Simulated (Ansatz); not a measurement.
**BClH2O (SMILES OBCl): functionals against CCSD(T) at one geometry**

A test off equilibrium: a structure displaced at random from a GFN2-xTB minimum is computed at several levels, and each is set against CCSD(T).

The runs use Ansatz 0.2.0, Gaussian basis; single points in def2-TZVPP.

Correlated methods freeze the cores.

## (1) Starting geometry

SMILES `OBCl`, 5 atoms, charge 0, spin multiplicity 1.

Atoms are counted from 1 here; the program's logs count them from 0.

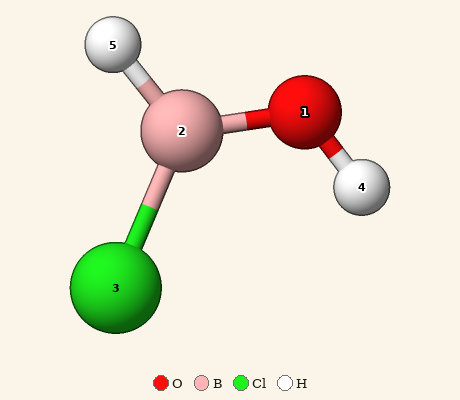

The starting geometry (oxygen red, boron pink, chlorine green, hydrogen white); atoms are numbered from 1 in the order of the file.

Geometry (Å):

```
O    -0.8516   -0.6005    0.0314
B     0.3782   -0.1465    0.1332
Cl    0.8330    1.4788   -0.4779
H    -1.5388   -0.0292   -0.4046
H     1.1992   -0.7801    0.6710
```

## (2) CCSD(T)/def2-TZVPP

The input, run/in.yaml:

```yaml
crystal:
  periodic: [false, false, false]
  atoms:
    - {symbol: O, position_ang: [-0.851600, -0.600500, 0.031400]}
    - {symbol: B, position_ang: [0.378200, -0.146500, 0.133200]}
    - {symbol: Cl, position_ang: [0.833000, 1.478800, -0.477900]}
    - {symbol: H, position_ang: [-1.538800, -0.029200, -0.404600]}
    - {symbol: H, position_ang: [1.199200, -0.780100, 0.671000]}
basis:
  gaussian: {orbitals: def2-TZVPP}
correlation: {method: ccsd_t}
output: {forces: true}
```

No record of the launch command was kept for these runs.

## (3) PBE0-D4/def2-TZVPP

run/in.yaml: that of step 2 with these lines changed.

```diff
@@ -10,3 +10,3 @@
   gaussian: {orbitals: def2-TZVPP}
-correlation: {method: ccsd_t}
-output: {forces: true}
+hamiltonian: {xc: pbe0, dispersion: d4}
+output: {forces: true, orbitals: {seedname: orbitals}}
```

## (4) wB97M-V/def2-TZVPP

run/in.yaml: that of step 3 with these lines changed.

```diff
@@ -10,3 +10,3 @@
   gaussian: {orbitals: def2-TZVPP}
-hamiltonian: {xc: pbe0, dispersion: d4}
-output: {forces: true, orbitals: {seedname: orbitals}}
+hamiltonian: {xc: {name: wB97M-V}}
+output: {forces: true}
```

## (5) r2SCAN-D4/def2-TZVPP

run/in.yaml: that of step 4 with these lines changed.

```diff
@@ -10,3 +10,3 @@
   gaussian: {orbitals: def2-TZVPP}
-hamiltonian: {xc: {name: wB97M-V}}
+hamiltonian: {xc: r2scan, dispersion: d4}
 output: {forces: true}
```

## (6) PBE-D4/def2-TZVPP

run/in.yaml: that of step 5 with these lines changed.

```diff
@@ -10,3 +10,3 @@
   gaussian: {orbitals: def2-TZVPP}
-hamiltonian: {xc: r2scan, dispersion: d4}
+hamiltonian: {xc: pbe, dispersion: d4}
 output: {forces: true}
```

## (7) BLYP-D4/def2-TZVPP

run/in.yaml: that of step 6 with these lines changed.

```diff
@@ -10,3 +10,3 @@
   gaussian: {orbitals: def2-TZVPP}
-hamiltonian: {xc: pbe, dispersion: d4}
+hamiltonian: {xc: {name: BLYP}, dispersion: d4}
 output: {forces: true}
```

## (8) HSE06-D4/def2-TZVPP

run/in.yaml: that of step 7 with these lines changed.

```diff
@@ -10,3 +10,3 @@
   gaussian: {orbitals: def2-TZVPP}
-hamiltonian: {xc: {name: BLYP}, dispersion: d4}
+hamiltonian: {xc: hse06, dispersion: d4}
 output: {forces: true}
```

(Steps that only read results are left out.)

Q: Predict the outcome of this session. Wanted: energy less free atoms, CCSD(T)/def2-TZVPP; RMS force component; RMS force error; HOMO and LUMO, PBE0-D4; T1 diagnostic.

As calculated:

| quantity | value |
| --- | --- |
| energy less free atoms, CCSD(T)/def2-TZVPP | -1834.3 kJ/mol |
| RMS force component | 0.775 to 0.920 eV/Å over the methods |
| RMS force error | PBE0-D4 0.176, wB97M-V 0.122, r2SCAN-D4 0.131, PBE-D4 0.201, BLYP-D4 0.237, HSE06-D4 0.175 eV/Å |
| HOMO and LUMO, PBE0-D4 | -9.04 and -0.30 eV |
| T1 diagnostic | 0.012 |

Against CCSD(T) the functionals' energies less atoms differ by -95.5 to -51.4 kJ/mol, PBE-D4 by -95.5 kJ/mol. A larger basis would deepen the CCSD(T) value, while the functionals are nearly converged already, so the order here is not reliable. The forces of wB97M-V come nearest to CCSD(T), those of BLYP-D4 are farthest. Frozen-core CCSD(T) forces in triple zeta carry basis errors of their own, and this is one geometry, so small gaps rank nothing.
